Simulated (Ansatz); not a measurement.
**AlH2···HCl (doublet): density, localisation and related maps**

```yaml
atoms:
  - { symbol: Al, position_ang: [0.0000, 0.0000, -0.1494] }
  - { symbol: Cl, position_ang: [0.0000, 0.0000, 2.9362] }
  - { symbol: H, position_ang: [1.3881, 0.0000, -0.9899] }
  - { symbol: H, position_ang: [-1.3881, 0.0000, -0.9899] }
  - { symbol: H, position_ang: [0.0000, 0.0000, 4.2630] }
```

Level of theory: UKS LDA/def2-SVP in Ansatz 0.2.0.

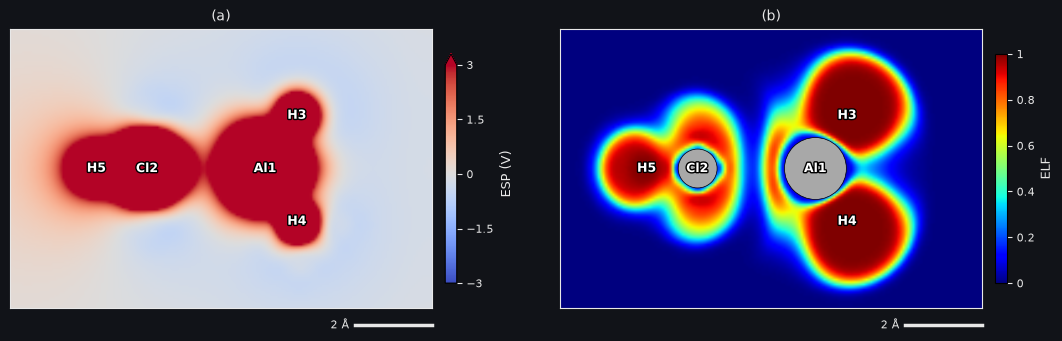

Figure 1. (a) electrostatic potential; (b) electron localisation function on the molecular plane. Grey discs cover the atomic cores in the ELF map.

What do the fields say about this system?

The plane passes through Al, Cl and H nuclei. Al1···Cl2 (3.09 Å): the ELF dips to about 0.15 between them. Cl–H (1.33 Å): the ELF climbs to about 1 towards the hydrogen, as it does in any bond to H. Al–H (1.62 Å): the ELF climbs to about 1 towards the hydrogen. The ELF also peaks beside Cl2, away from the bonds: non-bonding electrons, paired or unpaired. Outside the dense part of the complex the potential is most negative (−0.6 V) near Cl2.

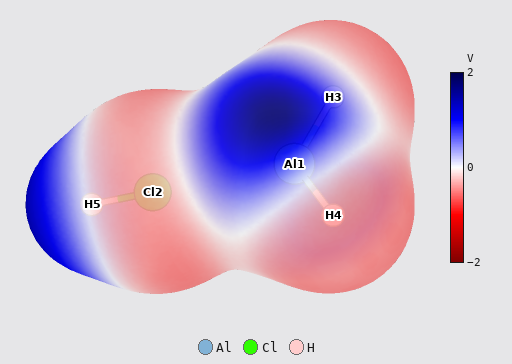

Figure 2. The electrostatic potential painted on the density surface at 0.001 e/bohr³, seen at a tilt; the colour scale runs from red (negative) to blue (positive).

Which sites attract a positive test charge, and which a negative one?

A positive charge is drawn to the negative regions and a negative charge to the positive ones. The most negative region (about −0.5 V) lies over Cl2, H3 and H4, the most positive (about +1.7 V) over Al1.

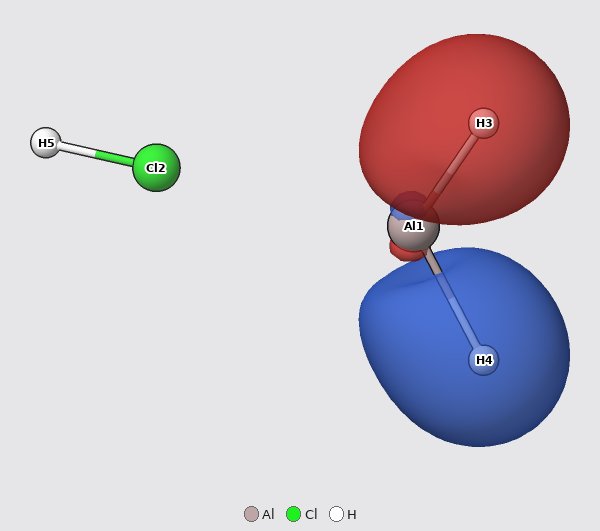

Figure 3. One frontier orbital at ±0.15 Å⁻³ᐟ² (red and blue are the two phases), seen at a tilt.

Which orbital is it: HOMO (β) or LUMO (β)?

The HOMO (β), at −6.95 eV. By Hirshfeld shares it lies mainly on Al1 (about 35 %), H3 (about 30 %) and H4 (about 30 %); it is symmetric in the molecular plane (an in-plane orbital: σ, lone-pair or in-plane π type).
